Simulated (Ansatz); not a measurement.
**HgTe under a change: Hg interstitial (started 2.66 Å from the nearest host atom)**

Take an 8-atom supercell of HgTe in the zinc blende structure (space group F-43m, No. 216; a = 6.510 Å) at its relaxed geometry as the base.

One thing is altered: a neutral Hg interstitial (started 2.66 Å from the nearest host atom), atoms relaxed at fixed cell, starting from a slightly rattled geometry.

The values are results of plane-wave PAW DFT at the PBEsol level (Ansatz, a first-principles code, 420 eV), no SOC, not measurements. k-mesh 4×4×4 (Γ-centred); smearing 0.05 eV (Fermi–Dirac).

* **Pressure**: 0.3 GPa (base 0.0 GPa)
* **Largest displacement of a host atom from its site in the perfect cell**: 1.43 Å
* **Final site of the added atom**: 4 Te at 2.86–2.99 Å (tetrahedral)

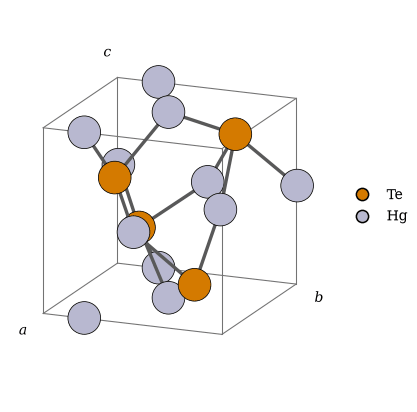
The relaxed cell after the change

Cost of the whole job for the changed cell (relaxation, final SCF and bands): roughly 27 core-minutes.

In so small a cell the defect repeats every few ångströms: this is an ordered compound, not a dilute defect. The mesh was chosen for an insulator and is coarse for the gapless case. The final runs are not spin-polarised. The defect cell is not spin-polarised.
